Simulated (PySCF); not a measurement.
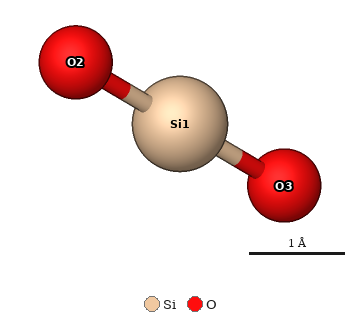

Fig. 1: The input geometry (ball-and-stick view, seen at an oblique angle; atoms are numbered from 1 in the order of the input).

**SiO$_{2}$: frequency calculation**

The run: frequency calculation of SiO$_{2}$. Method and program: RKS-based BP86, Si def2-TZVP, O def2-TZVP; non-relativistic Hamiltonian; density fitting (PySCF 2.14.0).

Input file
```python
from pyscf import gto, scf, dft
mol = gto.M(atom='''
Si     0.000000     0.000000     0.000000
O      0.000000     0.000000     1.527266
O      0.000000     0.000000    -1.527266''',
    basis={'Si': 'def2-TZVP', 'O': 'def2-TZVP'},
    charge=0, spin=0)
mf = dft.RKS(mol, xc='B88,P86')
mf.grids.atom_grid = (75, 302)
aux = {'Si': 'def2-universal-JKFIT', 'O': 'def2-universal-JKFIT'}
mf = mf.density_fit(auxbasis=aux)
mf.conv_tol = 1e-09
mf.diis_space = 10
mf.max_cycle = 60
mf.verbose = 4
mf.kernel()
```

The script is an equivalent of the set-up of the self-consistent field. The run itself was carried out by a driver, which started from the orbitals of the step before it where there was one and computed the further properties.

Run as:
```bash
OMP_NUM_THREADS=2 python axn.py task.json out
```

Log
```
init E= -440.06168593807
  HOMO = -0.310369794494365  LUMO = -0.169049222816341  gap/eV = 3.84553
cycle= 1 E= -440.061685938067  delta_E= 3.3e-12  |g|= 5.23e-06  |ddm|= 3.64e-06
  HOMO = -0.310370885047601  LUMO = -0.169049412564831  gap/eV = 3.84555
Extra cycle  E= -440.061685938015  delta_E= 5.23e-11  |g|= 1.72e-05  |ddm|= 1.14e-05
converged SCF energy = -440.061685938015
```

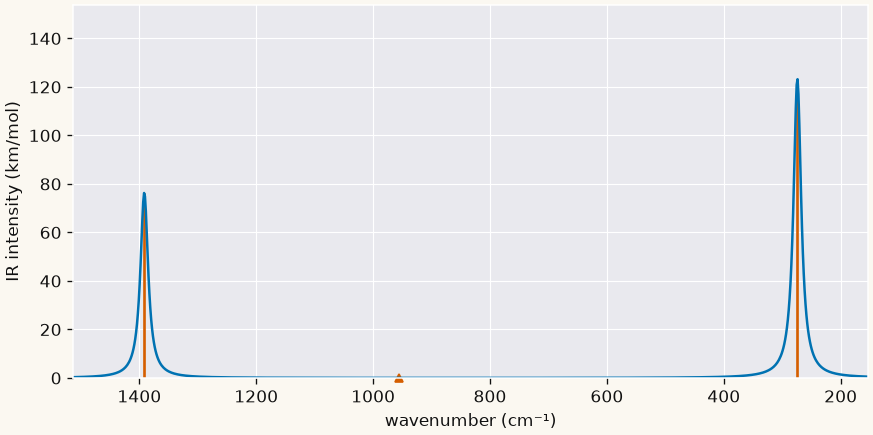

Fig. 2: Harmonic infrared spectrum, unscaled: sticks (degenerate modes added up, dark ones marked on the axis) with a Lorentzian envelope of 16 cm⁻¹ full width, scaled to the tallest stick. 4 modes from 274 to 1391 cm⁻¹, none imaginary. The strongest line is at 274 cm⁻¹ (123 km/mol). All modes, in cm⁻¹ (km/mol): 274 (62), 274 (62), 955 (0.0), 1391 (76).

Results in brief

```json
{"quantity": "outcome", "value": "converged"}
{"quantity": "total energy", "value": "−440.061686 hartree"}
{"quantity": "HOMO", "value": "−8.45 eV"}
{"quantity": "LUMO", "value": "−4.60 eV"}
{"quantity": "zero-point energy", "value": "0.006594 hartree"}
{"quantity": "dipole moment", "value": "0.00 D"}
{"quantity": "wavenumbers, lowest and highest", "value": "274 and 1391 cm⁻¹"}
{"quantity": "hardware", "value": "2 threads of Arm Neoverse N1, 98 GiB of memory available, shared host"}
{"quantity": "wall time", "value": "13 s (CPU time 24 s)"}
{"quantity": "peak memory", "value": "0.85 GiB"}
```
